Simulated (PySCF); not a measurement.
# C3H9N3Si2 (SMILES N#C[Si](N)(N)[SiH]1CC1): what the fields show

Input

```
{"job": {"kind": "uv", "xc": "PBE0", "basis": "def2-SVPD", "nstates": 8, "ntriplets": 3}, "charge": 0, "multiplicity": 1}
N     -1.660951     0.633219    -3.311019
C     -1.501248     0.552082    -2.179152
Si    -1.148014     0.384449    -0.337018
N     -1.709338    -1.091828     0.345123
N     -2.213798     1.573315     0.313998
Si     1.117593     0.579066    -0.021080
C      2.014571    -0.493673     1.253427
C      2.262853    -0.914271    -0.194671
H     -1.190536    -1.940912     0.199024
H     -2.698810    -1.281251     0.362509
H     -2.324762     1.633588     1.312575
H     -2.235422     2.492511    -0.094306
H      1.805306     1.850552    -0.264266
H      2.873661    -0.107225     1.782285
H      1.461566    -1.196295     1.861136
H      3.272773    -0.782917    -0.554436
H      1.867557    -1.878381    -0.484040
```

Launched as:

```sh
OMP_NUM_THREADS=1 python probes_run.py task.json out
```

Geometry: GFN2-xTB.

Level of theory: PySCF, PBE0/def2-SVPD, SCF density, gas phase.

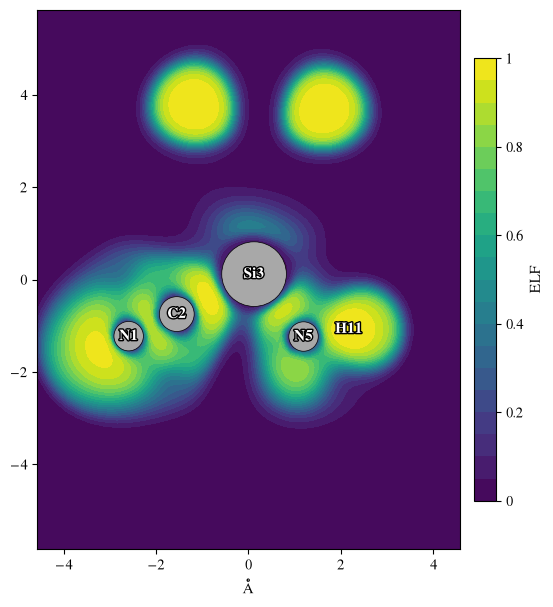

Figure 1. Electron localisation function on the plane of atoms C2, Si3 and N5. Grey discs cover the atomic cores.

Q: Describe what can be read from this map.

A:
- The section cuts through N, C, Si and H sites.
- C–N (1.15 Å): the ELF peaks at about 0.90 between the atoms (a short, multiple covalent bond).
- Si–N (1.72 Å): the ELF peaks at about 0.90 between the atoms, as expected for a shared but strongly polarised pair.
- C–Si (1.88 Å): the ELF peaks at about 1 between the atoms: a covalent bond.
- N–H (1.01 Å): the ELF climbs to about 1 towards the hydrogen, as it does in any bond to H; an ordinary covalent bond to hydrogen.
- The ELF also peaks beside N1, away from the bonds: lone-pair regions.

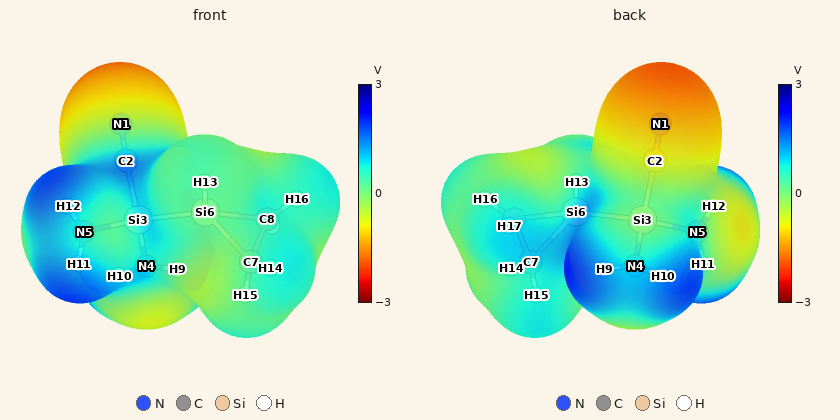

Figure 2. The molecular electrostatic potential painted on the density surface at 0.002 e/bohr³, seen from the front and from behind; the colour scale runs from red (negative) to blue (positive).

Q: Where is the surface potential most negative and most positive?

A: The most negative region (about −1.9 V) lies over N1, the most positive (about +2.0 V) over H9, H10 and H11. N1 is the likeliest acceptor of a hydrogen bond.
